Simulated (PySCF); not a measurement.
# Geometry relaxation, with input and output: C2H9GeN

The run: geometry relaxation of C2H9GeN, SMILES C[NH][GeH2][CH3]. Method and program: PBE0-D3(BJ)/def2-SVP geometry optimisation, gas phase (PySCF 2.14.0).

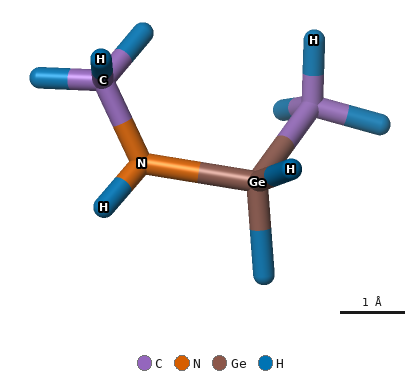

*The input geometry (stick view, seen at a tilt). Sticks mark near contacts.*

Bond lengths as drawn: C–Ge 1.94 Å, C–H 1.07 to 1.12 Å, C–N 1.45 Å, Ge–H 1.50 to 1.51 Å, Ge–N 1.84 Å and H–N 1.02 Å.

## Results in brief

```json
{"quantity": "outcome", "value": "converged"}
{"quantity": "total energy", "value": "−2212.601318 hartree"}
{"quantity": "dipole moment", "value": "0.43 D"}
{"quantity": "point group", "value": "C1"}
{"quantity": "hardware", "value": "1 CPU thread, shared host"}
{"quantity": "wall time", "value": "45 s"}
{"quantity": "peak memory", "value": "0.51 GiB"}
```

## Input
```
{"job": {"xc": "PBE0", "basis": "def2-SVP", "d3": "d3bj", "grid": 1, "shake": 0.01, "kind": "geom"}, "charge": 0, "multiplicity": 1}
C      1.805430     0.434120     0.223300
N      0.938420    -0.713780     0.407290
Ge    -0.693570    -0.885920    -0.423310
C     -1.748080     0.663190     0.078630
H      1.162810     1.344570     0.292760
H      2.543600     0.501190     0.997130
H      2.298190     0.482280    -0.754230
H      1.523060    -1.543840     0.401090
H     -1.194400    -2.184170     0.137470
H     -0.605100    -1.011810    -1.920430
H     -1.744310     0.819800     1.164550
H     -2.813210     0.502460    -0.189620
H     -1.467000     1.575010    -0.424950
```

The first line tells a small driver script what to run in PySCF; the rest is the geometry in Å.

Run as:
```bash
OMP_NUM_THREADS=1 python <driver script> task.json out
```

## Output
```
step   0  E = -2212.59642219  max force = 0.038268
step   1  E = -2212.60068670  max force = 0.008466
step   2  E = -2212.60118001  max force = 0.001354
step   3  E = -2212.60122289  max force = 0.000420
step   4  E = -2212.60125270  max force = 0.000707
step   5  E = -2212.60127398  max force = 0.000644
step   6  E = -2212.60129444  max force = 0.000394
step   7  E = -2212.60130958  max force = 0.000340
step   8  E = -2212.60131778  max force = 0.000258
optimisation converged
```

## Trajectory as extended XYZ (Å, eV, eV/Å), 9 frames, from step=0 to step=8
```
13
Properties=species:S:1:pos:R:3:forces:R:3 step=0 energy=-60207.81535
C     1.8054    0.4341    0.2233   -1.9678   0.4640  -0.5858
N     0.9384   -0.7138    0.4073    0.7607   0.0519   0.0820
Ge   -0.6936   -0.8859   -0.4233    0.5762   0.5696   0.6644
C    -1.7481    0.6632    0.0786   -1.0932  -0.5435   0.2127
H     1.1628    1.3446    0.2928    0.4595  -0.1726   0.0219
H     2.5436    0.5012    0.9971    0.7713   0.0390   0.7848
H     2.2982    0.4823   -0.7542    0.3210   0.0156  -0.3423
H     1.5231   -1.5438    0.4011   -0.3213  -0.3134   0.0269
H    -1.1944   -2.1842    0.1375   -0.4519  -0.6078   0.2555
H    -0.6051   -1.0118   -1.9204    0.0058   0.0092  -0.8840
H    -1.7443    0.8198    1.1645    0.2339   0.0164   0.0824
H    -2.8132    0.5025   -0.1896    0.2572  -0.1020  -0.0180
H    -1.4670    1.5750   -0.4249    0.4485   0.5736  -0.3005
13
Properties=species:S:1:pos:R:3:forces:R:3 step=1 energy=-60207.93139
C     1.6141    0.7017    0.3883    0.4353  -0.0231   0.2018
N     0.9139   -0.5357    0.6143   -0.2728  -0.1361  -0.0843
Ge   -0.6796   -0.8879   -0.2409   -0.1153  -0.2515  -0.2715
C    -1.9594    0.5268    0.1513    0.1829   0.2294   0.0066
H     0.9214    1.5505    0.4777   -0.0532   0.0719  -0.0041
H     2.3932    0.8485    1.1701   -0.2047   0.0191  -0.2318
H     2.1212    0.7918   -0.5975   -0.0512   0.0048   0.0406
H     1.5319   -1.3417    0.6433    0.0250   0.0565   0.0204
H    -1.1893   -2.2473    0.3208    0.1462   0.1815  -0.0817
H    -0.5534   -1.0192   -1.8104    0.0255   0.0328   0.3689
H    -1.9995    0.7151    1.2342   -0.0013  -0.0054  -0.0100
H    -2.9568    0.2288   -0.1932   -0.0971  -0.0496  -0.0361
H    -1.6903    1.4666   -0.3625   -0.0195  -0.1303   0.0812
13
Properties=species:S:1:pos:R:3:forces:R:3 step=2 energy=-60207.94482
C     1.6050    0.6974    0.3852    0.0690   0.0043   0.0249
N     0.8986   -0.5396    0.6161   -0.0059   0.0137   0.0158
Ge   -0.6839   -0.8931   -0.2464   -0.0696  -0.0362  -0.0668
C    -1.9501    0.5306    0.1562    0.0004   0.0229   0.0027
H     0.9086    1.5482    0.4609    0.0000   0.0033  -0.0088
H     2.3762    0.8610    1.1594   -0.0365  -0.0148  -0.0235
H     2.1107    0.7790   -0.5999   -0.0163   0.0016  -0.0082
H     1.5211   -1.3410    0.6534    0.0198   0.0091   0.0248
H    -1.1715   -2.2494    0.3028    0.0226  -0.0037   0.0016
H    -0.5344   -1.0145   -1.7918    0.0082   0.0151   0.0279
H    -1.9907    0.7091    1.2404    0.0004  -0.0142  -0.0013
H    -2.9521    0.2419   -0.1944    0.0002   0.0133   0.0069
H    -1.6703    1.4683   -0.3463    0.0076  -0.0145   0.0041
13
Properties=species:S:1:pos:R:3:forces:R:3 step=3 energy=-60207.94598
C     1.6030    0.6965    0.3817   -0.0037   0.0004  -0.0216
N     0.8931   -0.5375    0.6199    0.0009   0.0140   0.0087
Ge   -0.6866   -0.8948   -0.2499   -0.0078  -0.0031   0.0006
C    -1.9493    0.5303    0.1593   -0.0169  -0.0151   0.0038
H     0.9078    1.5496    0.4454    0.0033  -0.0010  -0.0014
H     2.3693    0.8649    1.1571    0.0087  -0.0028   0.0115
H     2.1112    0.7683   -0.6029   -0.0022   0.0025  -0.0057
H     1.5178   -1.3366    0.6676   -0.0040  -0.0032   0.0186
H    -1.1663   -2.2549    0.2939    0.0048  -0.0117   0.0045
H    -0.5275   -1.0076   -1.7917    0.0018   0.0094  -0.0208
H    -1.9894    0.7000    1.2447    0.0032  -0.0081   0.0020
H    -2.9530    0.2506   -0.1936    0.0019   0.0137   0.0027
H    -1.6626    1.4691   -0.3359    0.0098   0.0049  -0.0029
13
Properties=species:S:1:pos:R:3:forces:R:3 step=4 energy=-60207.94680
C     1.6022    0.6953    0.3753   -0.0348  -0.0091  -0.0364
N     0.8854   -0.5328    0.6267    0.0117   0.0220  -0.0042
Ge   -0.6884   -0.8949   -0.2539    0.0288   0.0097   0.0271
C    -1.9505    0.5282    0.1641   -0.0233  -0.0291   0.0017
H     0.9105    1.5524    0.4217    0.0020  -0.0036   0.0065
H     2.3636    0.8708    1.1532    0.0245   0.0047   0.0183
H     2.1152    0.7512   -0.6079    0.0060  -0.0007   0.0009
H     1.5093   -1.3316    0.6911   -0.0176  -0.0109   0.0118
H    -1.1601   -2.2610    0.2814   -0.0043  -0.0080   0.0004
H    -0.5181   -0.9945   -1.7950   -0.0046   0.0047  -0.0251
H    -1.9911    0.6839    1.2516    0.0032   0.0001   0.0025
H    -2.9556    0.2606   -0.1938    0.0030   0.0083  -0.0033
H    -1.6549    1.4702   -0.3191    0.0055   0.0121  -0.0003
13
Properties=species:S:1:pos:R:3:forces:R:3 step=5 energy=-60207.94738
C     1.6054    0.6932    0.3676   -0.0295  -0.0120  -0.0268
N     0.8788   -0.5259    0.6347    0.0132   0.0193  -0.0144
Ge   -0.6888   -0.8916   -0.2567    0.0331   0.0121   0.0285
C    -1.9561    0.5246    0.1695   -0.0132  -0.0236   0.0017
H     0.9196    1.5558    0.3962    0.0007  -0.0019   0.0083
H     2.3639    0.8758    1.1470    0.0187   0.0058   0.0101
H     2.1237    0.7297   -0.6138    0.0069  -0.0010   0.0041
H     1.4974   -1.3270    0.7179   -0.0201  -0.0125   0.0065
H    -1.1538   -2.2644    0.2677   -0.0060  -0.0028  -0.0029
H    -0.5086   -0.9765   -1.7981   -0.0065   0.0017  -0.0130
H    -2.0000    0.6651    1.2590   -0.0007   0.0049   0.0014
H    -2.9605    0.2669   -0.1967    0.0031  -0.0006  -0.0077
H    -1.6537    1.4722   -0.2988    0.0005   0.0106   0.0042
13
Properties=species:S:1:pos:R:3:forces:R:3 step=6 energy=-60207.94793
C     1.6139    0.6897    0.3578   -0.0073  -0.0101  -0.0047
N     0.8729   -0.5163    0.6438    0.0097   0.0104  -0.0202
Ge   -0.6882   -0.8840   -0.2581    0.0176   0.0084   0.0166
C    -1.9667    0.5197    0.1763    0.0039  -0.0063   0.0037
H     0.9375    1.5601    0.3676   -0.0010   0.0004   0.0052
H     2.3711    0.8786    1.1377    0.0045   0.0027  -0.0016
H     2.1377    0.7024   -0.6213    0.0027  -0.0004   0.0033
H     1.4815   -1.3225    0.7484   -0.0131  -0.0077   0.0026
H    -1.1465   -2.2648    0.2519   -0.0034   0.0019  -0.0037
H    -0.4987   -0.9516   -1.8000   -0.0056  -0.0003   0.0015
H    -2.0193    0.6425    1.2676   -0.0066   0.0051  -0.0004
H    -2.9675    0.2683   -0.2034    0.0018  -0.0084  -0.0095
H    -1.6603    1.4757   -0.2728   -0.0032   0.0044   0.0071
13
Properties=species:S:1:pos:R:3:forces:R:3 step=7 energy=-60207.94834
C     1.6249    0.6857    0.3494    0.0107  -0.0037   0.0116
N     0.8701   -0.5078    0.6500    0.0028  -0.0009  -0.0175
Ge   -0.6875   -0.8747   -0.2573   -0.0010   0.0025   0.0024
C    -1.9784    0.5158    0.1826    0.0137   0.0091   0.0052
H     0.9582    1.5636    0.3465   -0.0010   0.0017   0.0005
H     2.3831    0.8773    1.1283   -0.0061  -0.0014  -0.0075
H     2.1514    0.6792   -0.6283   -0.0018   0.0006   0.0003
H     1.4680   -1.3197    0.7708   -0.0025  -0.0011   0.0008
H    -1.1411   -2.2618    0.2399    0.0007   0.0037  -0.0015
H    -0.4925   -0.9281   -1.7995   -0.0035  -0.0008   0.0080
H    -2.0433    0.6240    1.2748   -0.0095   0.0009  -0.0013
H    -2.9734    0.2645   -0.2122    0.0008  -0.0092  -0.0075
H    -1.6723    1.4800   -0.2494   -0.0032  -0.0014   0.0064
13
Properties=species:S:1:pos:R:3:forces:R:3 step=8 energy=-60207.94857
C     1.6339    0.6824    0.3442    0.0131   0.0015   0.0133
N     0.8703   -0.5033    0.6521   -0.0022  -0.0065  -0.0101
Ge   -0.6873   -0.8674   -0.2556   -0.0087  -0.0010  -0.0049
C    -1.9866    0.5142    0.1872    0.0113   0.0127   0.0041
H     0.9738    1.5654    0.3367   -0.0004   0.0010  -0.0017
H     2.3939    0.8731    1.1216   -0.0072  -0.0030  -0.0058
H     2.1601    0.6661   -0.6334   -0.0032   0.0009  -0.0015
H     1.4609   -1.3193    0.7805    0.0041   0.0029   0.0003
H    -1.1387   -2.2580    0.2340    0.0030   0.0025   0.0015
H    -0.4914   -0.9128   -1.7977   -0.0022  -0.0006   0.0056
H    -2.0632    0.6134    1.2794   -0.0076  -0.0034  -0.0009
H    -2.9759    0.2600   -0.2199    0.0004  -0.0039  -0.0040
H    -1.6824    1.4840   -0.2335   -0.0006  -0.0030   0.0041
```

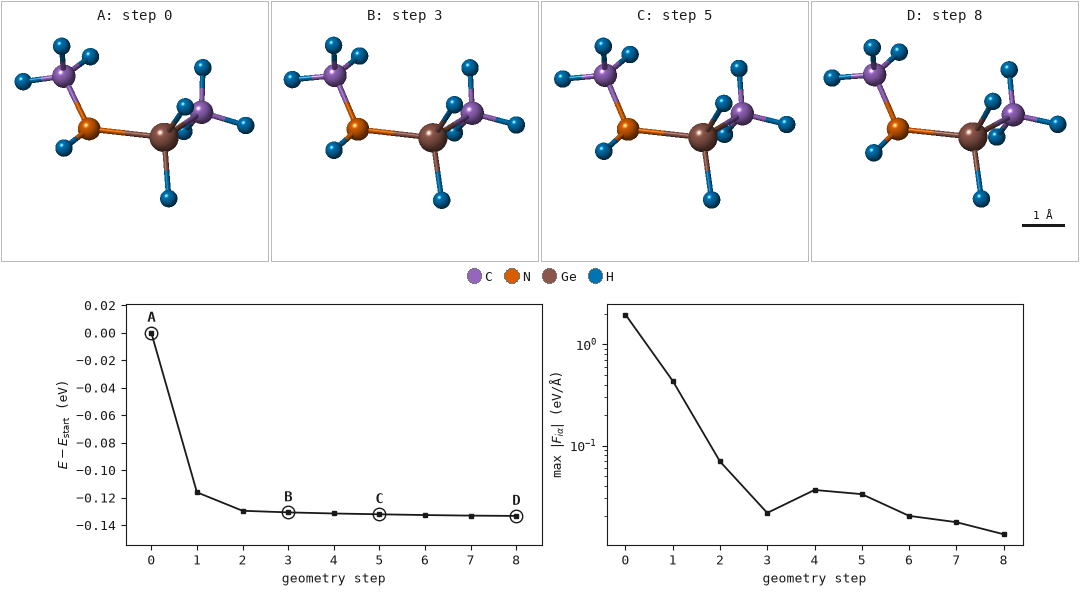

*Frames of the relaxation (ball-and-stick view, seen at a tilt) above the curves, on which the letters mark them (steps are counted from 0).*

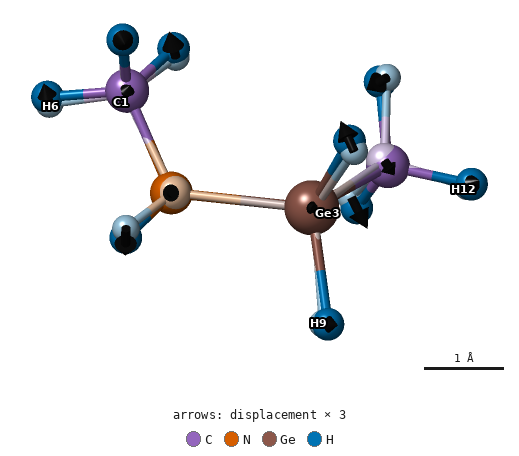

*Start (faint) and end (solid) with the displacements as black arrows, magnified 3 times (ball-and-stick view, seen at a tilt). The two geometries are laid on each other by the best rigid fit.*

H8 moves most after the best rigid fit: 0.19 Å. Largest moves by element: H 0.19 Å, N 0.08 Å, C 0.08 Å, Ge 0.05 Å. Among the contacts that change: Ge3–H10 1.505 → 1.555 Å, Ge3–H9 1.500 → 1.542 Å, C1–H6 1.072 → 1.104 Å, C4–H13 1.079 → 1.100 Å. Among the angles that change: C1–N2–H8 107.6° → 112.3°, H11–C4–H12 105.3° → 109.0°, Ge3–C4–H13 114.4° → 110.7°. Over 8 geometry steps the energy falls by 0.133 eV. The largest force component goes from 2 to 0.013 eV/Å. (Atoms are counted from 1 in the order of the input.)
